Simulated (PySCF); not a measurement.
Boron oxyfluoride, SMILES O=BF (BFO), CAM-B3LYP/def2-SVP optimised geometry. Atoms within 1.6 Å of the plane z = 0.0 Å (x, y, z in Å): F1 (1.24, 0.00, 0.00), B2 (-0.04, 0.00, 0.00), O3 (-1.24, 0.00, 0.00).

Method: CAM-B3LYP/def2-TZVP (PySCF). Cells within 0.4 Å of a nucleus heavier than hydrogen are left out (blank, or x).

Map of the deformation density (molecule minus spherical neutral atoms) (e/bohr³) on the plane z = 0.0 Å:

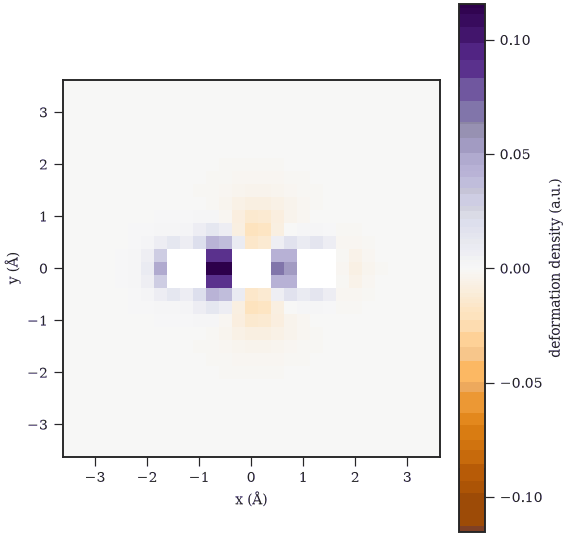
Fig. 1. Deformation density (molecule minus spherical neutral atoms) (e/bohr³) on the plane z = 0.0 Å.
